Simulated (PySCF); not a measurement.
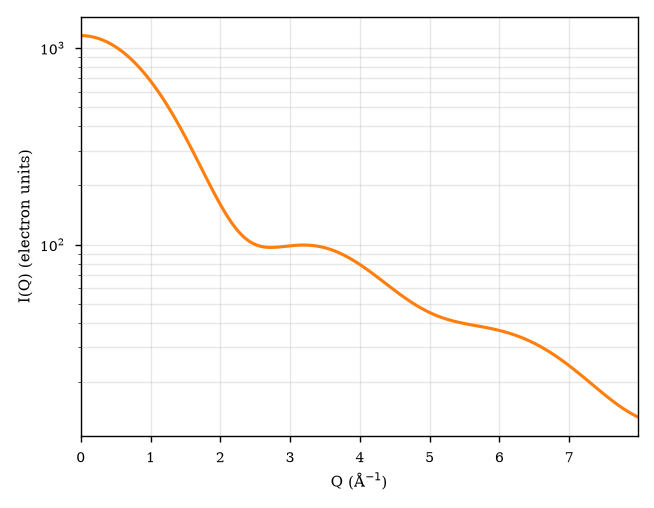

Elastic X-ray scattering of a randomly oriented, rigid molecule, calculated with the Debye equation from neutral-atom form factors (independent atoms, no Compton part, no vibration). The geometry is the end point of an optimisation (PBE0-D3(BJ)/def2-SVP geometry optimisation, gas phase (PySCF)); it may be a saddle point or a higher isomer. It contains F, N.

How many electrons does the independent-atom model of the molecule hold?

I(0) is the square of the electron number: I(0) = 1160, so about 34 electrons, the count of F3N.

What radius of gyration does the initial fall-off give?

From I(Q) ≈ I(0) exp(−Q²R²/3) at small Q, R ≈ 1.26 Å. It is larger than the electron-weighted radius of the nuclear positions alone (1.11 Å), because each atom's electron cloud adds to it.
